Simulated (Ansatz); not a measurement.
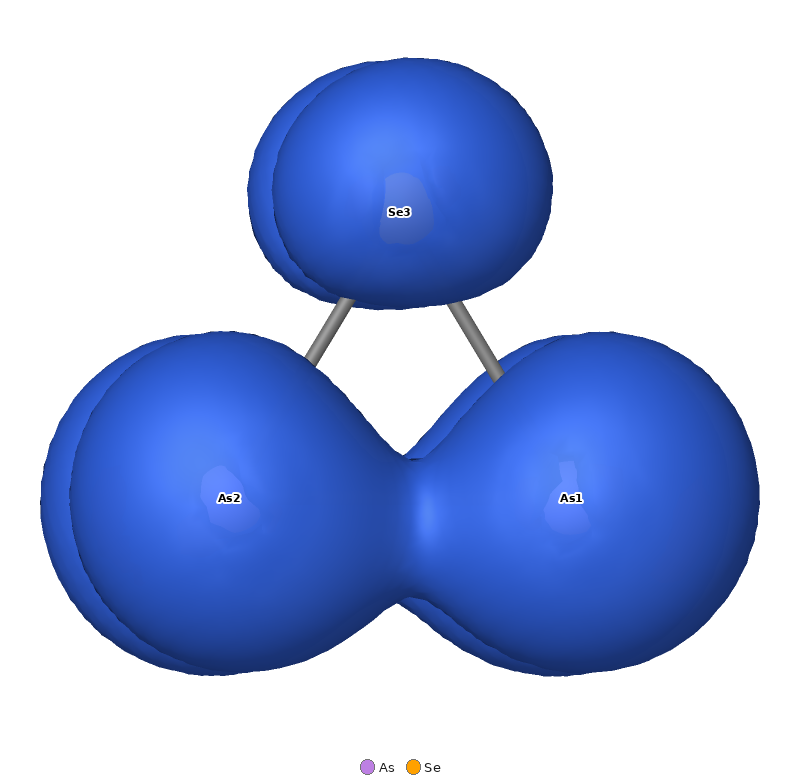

Figure. As2Se (triplet). Isosurfaces of the spin density at +0.02 (blue) and −0.02 e/Å³ (red), seen across its widest extent.

Geometry: PBE0-D4/def2-TZVP.

These are results of Ansatz, UKS PBE0-D4/def2-TZVP, not measurements.

```xyz
3

As   -0.5350    0.7290   -1.0448
As    0.9901    0.5056    0.8206
Se   -0.4551   -1.2345    0.2242
```

### Which atoms carry the spin?

The unpaired spin (2 electrons) lies mostly on As1 (about 0.8), As2 (about 0.8) and Se3 (about 0.4), in electrons by Hirshfeld's partition.
